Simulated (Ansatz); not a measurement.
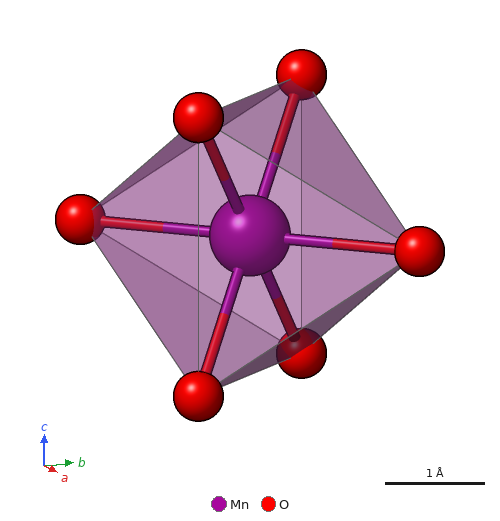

Coordination of Mn in MnO2 (P4_2/mnm). Shape measures S are computed against regular polyhedra or, for capped shapes, the nearer of the equal-edge and equal-bond forms. Source: a calculation's input that goes back to an entry of the Crystallography Open Database (an earlier step may have relaxed or displaced it).

Name the coordination polyhedron and say how regular it is.

MnO6: a slightly distorted octahedron (coordination number 6, S = 0.48; next best trigonal prism, S = 16.0).

Does the central atom sit at the centroid of its ligands?

Yes, to within 0.01 Å; the site symmetry is mmm.

How long are the bonds?

4 × Mn–O 1.88 Å and 2 × Mn–O 1.90 Å. The next neighbour, not counted, lies at 2.87 Å.
